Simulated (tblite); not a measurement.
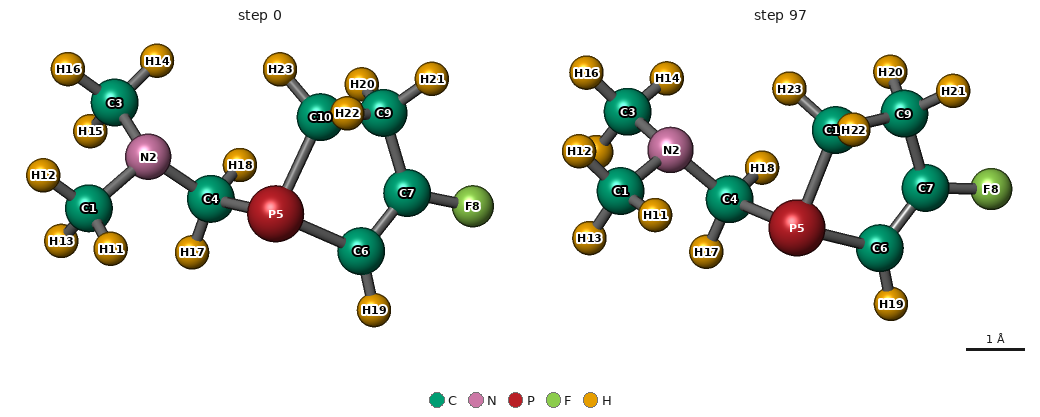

The structure of C₇H₁₃FNP before (left) and after (right) a relaxation, at one scale.

The picture is a ball-and-stick view, seen face on.

All numbers below come from GFN2-xTB geometry optimisation, gas phase in tblite 0.8.0. 

### Summarise the run.

Over 97 geometry steps the energy falls by 21.6 kJ/mol. The atom that moves furthest after the best rigid fit is H11 (0.78 Å). By element the largest moves are H 0.78 Å, C 0.42 Å, F 0.31 Å, P 0.28 Å, N 0.22 Å. Some distances before and after: P5–C6 1.866 → 1.819 Å, C4–P5 1.855 → 1.882 Å, N2–C4 1.466 → 1.445 Å, C4–H17 1.086 → 1.105 Å. Bond angles that change, for instance: N2–C4–P5 100.5° → 109.2°, P5–C10–H23 114.2° → 108.3°, N2–C1–H11 113.0° → 108.7°. Groups turn about N2–C4 by about 20°. Cost: 0.72 s on 1 thread of Intel(R) Xeon(R) 6975P-C (shared host).
